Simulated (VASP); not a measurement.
# A VASP study of NbAs2 (optB86b-vdW): structure first, properties next, part 5 of 5

Aim: relax NbAs2 with optB86b-vdW, compute its properties on that cell and hold them against experiment. The start is a cell from a database of measured crystal structures.

VASP 6.6.1, plane waves and PAW; the level of theory is named at each step.

So far. Step 5 (Density of states (optB86b-vdW)): The finer mesh and the other smearing move the Fermi level by +0.03 eV from the 7×7×7 run, a small shift, which tests the Fermi level alone. Of the states within 0.3 eV of the Fermi level, the largest shares in the PAW spheres are Nb d 44 % and As p 20 %. The rest lies in smaller channels or between the spheres. Step 6 (Zone-centre phonons (optB86b-vdW)): The three acoustic modes come out at zero, and all others are real.

The database entry behind the starting cell differs from later determinations by our own check (b about 0.4 % long), so it need not match the best structure at ambient conditions.

## (7) Bands along the symmetry lines (optB86b-vdW + SOC)

This step: optB86b-vdW, spin-orbit coupling; plane waves and PAW (Nb_sv, As) (VASP 6.6.1).

The mesh alone shows little of the dispersion and can miss band extrema, so KPOINTS_OPT adds a path through the symmetry points after the self-consistent cycle. Spin-orbit coupling needs spinors and the noncollinear program, where each band holds one electron.

Contents of INCAR:

```
SYSTEM = NbAs2
PREC = Accurate
ENCUT = 400
EDIFF = 1E-06
NELM = 100
ISMEAR = 0
SIGMA = 0.05
LREAL = .FALSE.
ALGO = Normal
GGA = MK
AGGAC = 0
LUSE_VDW = .TRUE.
PARAM1 = 0.1234
PARAM2 = 1
LASPH = .TRUE.
LNONCOLLINEAR = .TRUE.
MAGMOM = 0 0 0 0 0 0 0 0 0 0 0 0 0 0 0 0 0 0
NBANDS = 58
GGA_COMPAT = .FALSE.
LSORBIT = .TRUE.
LMAXMIX = 4
LORBIT = 11
LWAVE = .FALSE.
LCHARG = .FALSE.
KPAR = 4
```

Contents of POSCAR:

```
NbAs2
1.0
    0.0000000000     -3.3954269903      0.0000000000
   -4.7113772301      1.6977134952      0.0001648936
   -0.8578096760      1.6977134952     -6.8120314301
Nb As
2 4
Direct
    0.8430244161      0.8816078105      0.8044410217
    0.1569755839      0.1183921895      0.1955589783
    0.5940717459      0.2968785973      0.8912648945
    0.4059282541      0.7031214027      0.1087351055
    0.1412102462      0.7538551822      0.5285653101
    0.8587897538      0.2461448178      0.4714346899
```

Contents of KPOINTS:

```
Automatic mesh
0
Gamma
6 6 6
0 0 0
```

Contents of KPOINTS_OPT:

```
Line mode
16
Line-mode
Reciprocal
  0.00000000   0.50000000   0.00000000 X
  0.00000000   0.00000000   0.00000000 GAMMA

  0.00000000   0.00000000   0.00000000 GAMMA
  0.00000000   0.00000000   0.50000000 Y

  0.00000000   0.50000000   0.50000000 L
  0.00000000   0.00000000   0.00000000 GAMMA

  0.00000000   0.00000000   0.00000000 GAMMA
  0.50000000  -0.50000000  -0.50000000 Z

  0.50000000   0.00000000  -0.50000000 N
  0.00000000   0.00000000   0.00000000 GAMMA

  0.00000000   0.00000000   0.00000000 GAMMA
  0.50000000  -0.50000000   0.00000000 M

  0.50000000   0.00000000   0.00000000 R
  0.00000000   0.00000000   0.00000000 GAMMA
```

The projector-augmented-wave data sets are Nb_sv and As (PBE family, release 64).

On the command line:

```bash
$ mpirun -np 4 vasp_ncl
```

Output:

```text
[... set-up lines as in an earlier step ...]
 entering main loop
       N       E                     dE             d eps       ncg     rms          rms(c)
DAV:   1     0.365605782939E+03    0.36561E+03   -0.20026E+04  8200   0.124E+03
DAV:   2     0.454325690223E+00   -0.36515E+03   -0.35381E+03 10348   0.432E+02
DAV:   3    -0.303130332573E+02   -0.30767E+02   -0.30198E+02 11488   0.973E+01
DAV:   4    -0.333213297728E+02   -0.30083E+01   -0.29943E+01 14328   0.285E+01
DAV:   5    -0.334167309318E+02   -0.95401E-01   -0.95239E-01 12072   0.443E+00    0.115E+01
DAV:   6    -0.318897246184E+02    0.15270E+01   -0.12323E+01 11448   0.185E+01    0.403E+00
DAV:   7    -0.316578622543E+02    0.23186E+00   -0.19486E+00 11760   0.727E+00    0.282E+00
DAV:   8    -0.316370352239E+02    0.20827E-01   -0.20666E-01 10936   0.288E+00    0.839E-01
DAV:   9    -0.316395642201E+02   -0.25290E-02   -0.45061E-02 13184   0.113E+00    0.437E-01
DAV:  10    -0.316393983910E+02    0.16583E-03   -0.75918E-03 11800   0.594E-01    0.115E-01
DAV:  11    -0.316394163136E+02   -0.17923E-04   -0.44858E-04 11616   0.161E-01    0.519E-02
DAV:  12    -0.316394099908E+02    0.63228E-05   -0.95397E-05 12344   0.575E-02    0.239E-02
DAV:  13    -0.316394103117E+02   -0.32087E-06   -0.15854E-05 10928   0.234E-02    0.576E-03
DAV:  14    -0.316394100549E+02    0.25680E-06   -0.30323E-06  8904   0.130E-02
   1 F= -.31639410E+02 E0= -.31639016E+02  d E =-.788524E-03  mag=    -0.0000    -0.0000    -0.0000
 Start KPOINTS_OPT (optional k-point list driver)
k-point batch [1-68\112]
       N       E                     dE             ncg
DAV:   1     0.320511034981E+04   -0.23759E+05     8296
DAV:   2    -0.224086210117E+05   -0.25614E+05    10310
DAV:   3    -0.246277225689E+05   -0.22191E+04    11672
DAV:   4    -0.248573318400E+05   -0.22961E+03    14376
DAV:   5    -0.248654716415E+05   -0.81398E+01    12184
DAV:   6    -0.248657126356E+05   -0.24099E+00    13040
DAV:   7    -0.248657249668E+05   -0.12331E-01    12408
DAV:   8    -0.248657260138E+05   -0.10470E-02    12152
DAV:   9    -0.248657260854E+05   -0.71653E-04     8880
DAV:  10    -0.248657260923E+05   -0.68607E-05     7888
DAV:  11    -0.248657260932E+05   -0.85296E-06     6728
k-point batch [69-112\112]
       N       E                     dE             ncg
DAV:   1     0.171322632377E+05   -0.23739E+05     5360
DAV:   2     0.913103628022E+03   -0.16219E+05     6678
DAV:   3    -0.462563400582E+03   -0.13757E+04     7336
DAV:   4    -0.605117095240E+03   -0.14255E+03     9368
DAV:   5    -0.609916643462E+03   -0.47995E+01     7872
DAV:   6    -0.610043724948E+03   -0.12708E+00     8512
DAV:   7    -0.610049578351E+03   -0.58534E-02     7824
DAV:   8    -0.610050045092E+03   -0.46674E-03     7856
DAV:   9    -0.610050085721E+03   -0.40628E-04     5792
DAV:  10    -0.610050089820E+03   -0.40994E-05     5120
DAV:  11    -0.610050090180E+03   -0.36016E-06     4288
```

Run time: 4.2 min. Hardware: 4 MPI ranks of AMD EPYC 9R45, shared host; peak memory 3.8 GiB.

OUTCAR, selected parts (step 7):

```text
   k-points           NKPTS =     68   k-points in BZ     NKDIM =     68   number of bands    NBANDS=     58

   NELECT =      46.0000    total number of electrons

 E-fermi :   8.0022

 k-point     1 :       0.0000    0.0000    0.0000
  band No.  band energies     occupation
    ...
     42       6.9532      1.00000
     43       7.2519      1.00000
     44       7.2519      1.00000
     45       7.8477      0.99999
     46       7.8477      0.99999
     47       8.8698      0.00000
     48       8.8698      0.00000
     49       9.2764      0.00000
     50       9.2764      0.00000
     51      10.0334      0.00000
    ...

Total vdW correction in eV:      5.8315797

  Total        0.0760112     -0.0286575     -0.0244878     -0.0000000     -0.0000000      0.0243091
  in kB        1.1175508     -0.4213356     -0.3600305     -0.0000000     -0.0000000      0.3574041
  external PRESSURE =       0.1120616 kB  Pullay stress =       0.0000000 kB

 POSITION                                       TOTAL-FORCE (eV/Angst)
 -----------------------------------------------------------------------------------
     -4.84364      0.00000     -5.47973         0.023668     -0.000000      0.023835
     -0.72554      0.00000     -1.33213        -0.023668      0.000000     -0.023835
     -2.16324      0.00000     -6.07128        -0.011285      0.000000      0.006644
     -3.40594      0.00000     -0.74059         0.011285     -0.000000     -0.006644
     -4.00510      1.69771     -3.60048        -0.010303      0.000000     -0.009925
     -1.56408     -1.69771     -3.21139         0.010303     -0.000000      0.009925
 -----------------------------------------------------------------------------------
    total drift:                                0.000000     -0.000000      0.000000

  FREE ENERGIE OF THE ION-ELECTRON SYSTEM (eV)
  ---------------------------------------------------
  free  energy   TOTEN  =       -31.6394100549 eV

  energy  without entropy=      -31.6386215311  energy(sigma->0) =      -31.63901579

Total vdW correction in eV:      5.8315666

 Spin-Orbit-Coupling matrix elements
 Ion:    1  E_soc:     -0.1735947
 Ion:    2  E_soc:     -0.1735947
 Ion:    3  E_soc:     -0.0262936
 Ion:    4  E_soc:     -0.0262936
 Ion:    5  E_soc:     -0.0263605
 Ion:    6  E_soc:     -0.0263605

 magnetization (x)
# of ion       s       p       d       tot
------------------------------------------
    1        0.000   0.000   0.000   0.000
    2        0.000   0.000   0.000   0.000
    3        0.000   0.000   0.000   0.000
    4        0.000   0.000   0.000   0.000
    5        0.000   0.000   0.000   0.000
    6        0.000   0.000   0.000   0.000
--------------------------------------------------
tot          0.000   0.000   0.000   0.000

 magnetization (y)
# of ion       s       p       d       tot
------------------------------------------
    1        0.000   0.000  -0.000  -0.000
    2        0.000   0.000  -0.000  -0.000
    3        0.000   0.000   0.000   0.000
    4        0.000   0.000   0.000   0.000
    5       -0.000  -0.000  -0.000  -0.000
    6       -0.000  -0.000  -0.000  -0.000
--------------------------------------------------
tot          0.000   0.000  -0.000   0.000

 magnetization (z)
# of ion       s       p       d       tot
------------------------------------------
    1        0.000   0.000   0.000   0.000
    2        0.000   0.000   0.000   0.000
    3        0.000   0.000   0.000   0.000
    4        0.000   0.000   0.000   0.000
    5        0.000   0.000   0.000   0.000
    6        0.000   0.000   0.000   0.000
--------------------------------------------------
tot          0.000   0.000   0.000   0.000

[... 6 parts as in an earlier step ...]

[... 10 further parts left out ...]
```

The k-mesh is coarse for a metal.

This step gave:

* SCF cycles: 14
* bands: 58
* irreducible k-points: 68
* free energy (TOTEN): -31.64 eV
* energy at zero smearing: -31.64 eV
* Fermi energy: 8.002 eV
* pressure: 0.01121 GPa

On-site spin-orbit energy by atom:

```csv
atom,on-site spin-orbit energy (eV)
Nb1,-0.174
Nb2,-0.174
As3,-0.026
As4,-0.026
As5,-0.026
As6,-0.026
```

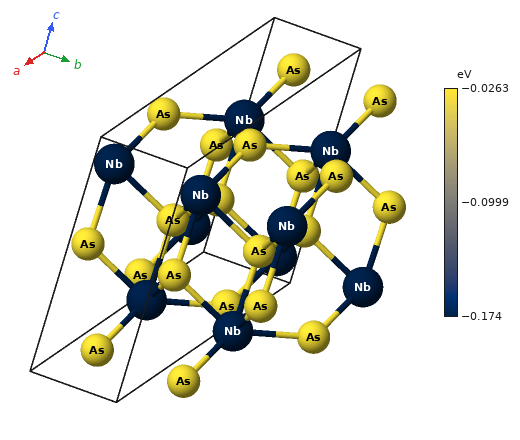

Atoms coloured by on-site spin-orbit energy. 1×2×1 conventional cells are drawn. Some periodic images of atoms are drawn too.

The electronic bands at the labelled points (eV, zero at the Fermi level; # counts the bands kept, so #1 is VASP's band 23):

```csv
point,#19,#20,#21,#22,#23,#24,#25,#26
X,-0.68,-0.68,-0.65,-0.65,0.15,0.15,0.61,0.61
Γ,-1.05,-1.05,-0.75,-0.75,-0.15,-0.15,0.87,0.87
Y,-1.23,-1.23,-0.55,-0.55,-0.11,-0.11,0.16,0.16
jump to L,-0.69,-0.69,-0.18,-0.18,-0.03,-0.03,0.58,0.58
Γ,-1.05,-1.05,-0.75,-0.75,-0.15,-0.15,0.87,0.87
Z,-1.78,-1.78,-1.38,-1.38,-0.94,-0.94,1.52,1.52
jump to N,-1.68,-1.68,-1.29,-1.29,-0.63,-0.63,0.56,0.56
Γ,-1.05,-1.05,-0.75,-0.75,-0.15,-0.15,0.87,0.87
M,-1.68,-1.68,-1.29,-1.29,-0.63,-0.63,0.56,0.56
jump to R,-1.78,-1.78,-1.38,-1.38,-0.94,-0.94,1.52,1.52
Γ,-1.05,-1.05,-0.75,-0.75,-0.15,-0.15,0.87,0.87
```

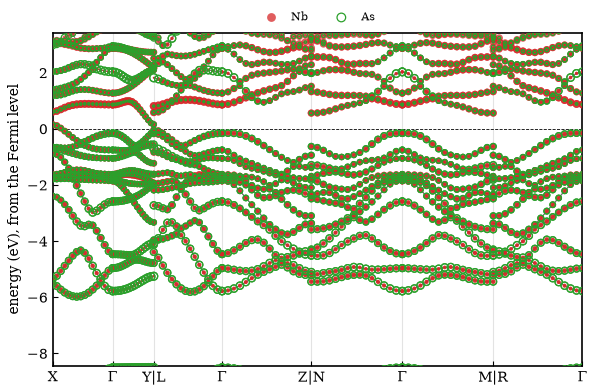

Electronic bands along the path; dots are coloured as in the legend, and their area grows with the weight.

There is no gap at this level.

## (8) Band structure (optB86b-vdW), changed input

This step: optB86b-vdW; plane waves and PAW (Nb_sv, As) (VASP 6.6.1).

Levels along the symmetry lines show where the bands peak and cross; KPOINTS_OPT computes them in the converged potential. Some settings are moved from the usual, to see what they do.

Contents of INCAR:

```
SYSTEM = NbAs2
PREC = Accurate
ENCUT = 400
EDIFF = 1E-06
NELM = 100
ISMEAR = 0
SIGMA = 0.05
LREAL = .FALSE.
ALGO = Normal
GGA = MK
AGGAC = 0
LUSE_VDW = .TRUE.
PARAM1 = 0.1234
PARAM2 = 1
LASPH = .TRUE.
NBANDS = 39
LORBIT = 11
LWAVE = .FALSE.
LCHARG = .FALSE.
KPAR = 4
NELECT = 46.02
ADDGRID = .TRUE.
```

POSCAR is that of step 7.

Contents of KPOINTS:

```
Automatic mesh
0
Gamma
7 7 7
0 0 0
```

KPOINTS_OPT is that of step 7.

On the command line:

```bash
$ mpirun -np 4 vasp_std
```

Output:

```text
[... set-up lines as in an earlier step ...]
 entering main loop
       N       E                     dE             d eps       ncg     rms          rms(c)
DAV:   1     0.330600466867E+03    0.33060E+03   -0.19347E+04  7904   0.915E+02
DAV:   2    -0.561256609651E+01   -0.33621E+03   -0.31881E+03 10083   0.322E+02
DAV:   3    -0.307498946775E+02   -0.25137E+02   -0.24564E+02 11984   0.689E+01
DAV:   4    -0.329952859888E+02   -0.22454E+01   -0.22226E+01 12975   0.174E+01
DAV:   5    -0.330223602063E+02   -0.27074E-01   -0.27070E-01 10909   0.184E+00BRMIX: very serious problems
 the old and the new charge density differ
 old charge density:    46.00000 new   46.02000
BRMIX: very serious problems
 the old and the new charge density differ
 old charge density:    46.00000 new   46.02000
BRMIX: very serious problems
 the old and the new charge density differ
 old charge density:    46.00000 new   46.02000
BRMIX: very serious problems
 the old and the new charge density differ
 old charge density:    46.00000 new   46.02000
    0.115E+01
DAV:   6    -0.315257133388E+02    0.14966E+01   -0.46054E+00 11691   0.137E+01    0.408E+00
DAV:   7    -0.312819934017E+02    0.24372E+00   -0.79320E-01 10833   0.555E+00    0.291E+00
DAV:   8    -0.312508005725E+02    0.31193E-01   -0.12937E-01 10817   0.219E+00    0.650E-01
DAV:   9    -0.312524154906E+02   -0.16149E-02   -0.18315E-02 10583   0.615E-01    0.313E-01
DAV:  10    -0.312526429698E+02   -0.22748E-03   -0.22117E-03 10956   0.290E-01    0.782E-02
DAV:  11    -0.312526719191E+02   -0.28949E-04   -0.29255E-04 10523   0.912E-02    0.307E-02
DAV:  12    -0.312526734302E+02   -0.15111E-05   -0.27089E-05 10267   0.292E-02    0.705E-03
DAV:  13    -0.312526727055E+02    0.72465E-06   -0.33168E-06  8405   0.109E-02
   1 F= -.31252673E+02 E0= -.31252552E+02  d E =-.241036E-03
 Start KPOINTS_OPT (optional k-point list driver)
k-point batch [1-100\112]
       N       E                     dE             ncg
DAV:   1     0.485820468135E+03   -0.54654E+05     8016
DAV:   2    -0.338298936198E+05   -0.34316E+05    10043
DAV:   3    -0.364443129025E+05   -0.26144E+04    11856
DAV:   4    -0.366823703240E+05   -0.23806E+03    12928
DAV:   5    -0.366860895289E+05   -0.37192E+01    10696
DAV:   6    -0.366861301692E+05   -0.40640E-01    10975
DAV:   7    -0.366861311657E+05   -0.99648E-03    11088
DAV:   8    -0.366861311955E+05   -0.29780E-04     9728
DAV:   9    -0.366861311965E+05   -0.10087E-05     6633
DAV:  10    -0.366861311969E+05   -0.35588E-06     6214
k-point batch [101-112\112]
       N       E                     dE             ncg
DAV:   1     0.490324029741E+05   -0.61842E+04      976
DAV:   2     0.450085962237E+05   -0.40238E+04     1186
DAV:   3     0.447032529200E+05   -0.30534E+03     1408
DAV:   4     0.446759328930E+05   -0.27320E+02     1529
DAV:   5     0.446755405725E+05   -0.39232E+00     1252
DAV:   6     0.446755346329E+05   -0.59397E-02     1362
DAV:   7     0.446755345290E+05   -0.10382E-03     1292
DAV:   8     0.446755345261E+05   -0.29047E-05     1220
DAV:   9     0.446755345260E+05   -0.98808E-07      780
```

Elapsed: 91 s, on 4 MPI ranks; peak memory 2.4 GiB.

From OUTCAR (step 8):

```text
NELECT = 46.02

 ion  position               nearest neighbor table
   1  0.843  0.882  0.804-   5 2.67   5 2.67   6 2.68   3 2.71   3 2.71   4 2.74   4 2.74   3 2.74
                             2 3.03
   2  0.157  0.118  0.196-   6 2.67   6 2.67   5 2.68   4 2.71   4 2.71   3 2.74   3 2.74   4 2.74
                             1 3.03
   3  0.594  0.297  0.891-   1 2.71   1 2.71   2 2.74   2 2.74   1 2.74
   4  0.406  0.703  0.109-   2 2.71   2 2.71   1 2.74   1 2.74   2 2.74
   5  0.141  0.754  0.529-   6 2.47   1 2.67   1 2.67   2 2.68   6 2.86   6 2.86
   6  0.859  0.246  0.471-   5 2.47   2 2.67   2 2.67   1 2.68   5 2.86   5 2.86

 E-fermi :   8.0816

 k-point     1 :       0.0000    0.0000    0.0000
  band No.  band energies     occupation
    ...
     19       6.3449      2.00000
     20       6.3524      2.00000
     21       6.9751      2.00000
     22       7.2288      2.00000
     23       7.8553      2.00000
     24       8.8767      0.00000
     25       9.2794      0.00000
     26      10.0395      0.00000
     27      10.8794      0.00000
     28      10.9320      0.00000
    ...

Total vdW correction in eV:      5.8303174

  Total        0.2313613      0.3251360      0.1598958     -0.0000000     -0.0000000     -0.0245577
  in kB        3.4015781      4.7802968      2.3508603     -0.0000000     -0.0000000     -0.3610587
  external PRESSURE =       3.5109117 kB  Pullay stress =       0.0000000 kB

 POSITION                                       TOTAL-FORCE (eV/Angst)
 -----------------------------------------------------------------------------------
     -4.84364      0.00000     -5.47973        -0.008596      0.000000      0.003460
     -0.72554      0.00000     -1.33213         0.008596     -0.000000     -0.003460
     -2.16324      0.00000     -6.07128         0.010532     -0.000000      0.003475
     -3.40594      0.00000     -0.74059        -0.010532      0.000000     -0.003475
     -4.00510      1.69771     -3.60048        -0.001811      0.000000     -0.018678
     -1.56408     -1.69771     -3.21139         0.001811     -0.000000      0.018678
 -----------------------------------------------------------------------------------
    total drift:                               -0.000000      0.000000     -0.000000

  FREE ENERGIE OF THE ION-ELECTRON SYSTEM (eV)
  ---------------------------------------------------
  free  energy   TOTEN  =       -31.2526727055 eV

  energy  without entropy=      -31.2524316696  energy(sigma->0) =      -31.25255219

Total vdW correction in eV:      5.8303388

[... 7 parts as in an earlier step ...]

[... 9 further parts left out ...]
```

The run converged; its settings lie outside those of the reference runs, so its numbers are set aside.

Settings moved from the usual: ADDGRID = True and NELECT = 46.02.

NELECT differs from the neutral count, so the cell is charged against a uniform background: another system, not a numerical setting.

## (9) What came out

```yaml
relaxed_volume: 18.16 Å³/atom
relaxed_conventional_cell_a_b_c: 9.423, 3.395, 7.827 Å; angles 90.0, 119.5, 90.0°
space_group_after_relaxing_within_0p02_a: C2/m (No. 12)
band_gap: none, a metal
dos_at_the_fermi_level: 0.373 states/eV/cell
highest_zone_centre_mode: 289 cm⁻¹
band_gap_optb86b_vdw_soc: none, a metal
```

With optB86b-vdW, NbAs2 relaxes to 18.16 Å³/atom in space group C2/m (held by the symmetry of the run) and comes out as a metal. Against the listed cell the volume lies +0.8 % (a +0.6 %, b under 0.05 %, c +0.4 %). Bands along the symmetry lines (optB86b-vdW): Of the bands kept, 1 crosses the Fermi level on this path. Zone-centre phonons (optB86b-vdW): The highest mode in this list at Γ, 289.2 cm⁻¹, has its largest share on Nb (55 % of the kinetic energy). Bands along the symmetry lines (optB86b-vdW + SOC): Of the bands kept, 2 cross the Fermi level on this path (spinor bands, one electron each). Modes at Γ alone can't show that the crystal is stable at other wave vectors. No search among competing phases was made, and a listed structure need not be the one stable at ambient conditions. All values are for a static lattice at zero temperature.

Computed beside measured:

| quantity | measured | optB86b-vdW |
| --- | --- | --- |
| lattice constant a (Å) | 9.3556 | 9.423 (+0.7 %) |
| lattice constant c (Å) | 7.7967 | 7.827 (+0.4 %) |

Measured values from arxiv:1603.04056 (2016).

Verdict: The lattice constant a is off by +0.7 %: fair agreement. The lattice constant c is off by +0.4 %: good agreement. The grades are ours: good and fair within 0.7 and 1.5 % for the lattice constant a and 0.8 and 2 % for the lattice constant c. Zero-point motion and thermal expansion are not in the computed lattice constants. As a rule both would widen the computed cell, so the excess over experiment is if anything larger than shown.

[Lines on the potential files, build, host, timing and source positions are cut from VASP's logs without a mark.]

[Logs are printed without paths, hosts, clocks, repeated set-up lines and the standing remarks that a program may print on its own settings, such as how far it seeks lower states.]

[Hosts, paths, dates, database ids (printed as entryN), source tags and the programs' standing remarks are cut or masked in the printed files.]

[A measured line is paired with the nearest computed mode of its activity, which favours agreement.]
